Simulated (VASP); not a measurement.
Band structure of B6As (space group R-3m). These are r2SCAN meta-GGA, VASP's PBE PAW potentials (set 64) (plane waves; VASP) values and carry that method's errors.

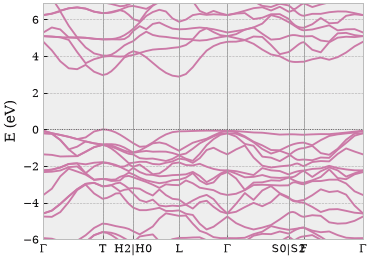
Bands along high-symmetry lines, zero at the valence-band maximum or, without a gap, the Fermi level

Q: Read the plot: is there a gap, and where are the band edges?

A: The gap is indirect, 2.88 eV, from the valence maximum at T to the conduction minimum at L.

The structure comes from a computed database's B6As entry (R-3m); how it stands against other phases isn't given here. It was relaxed first.
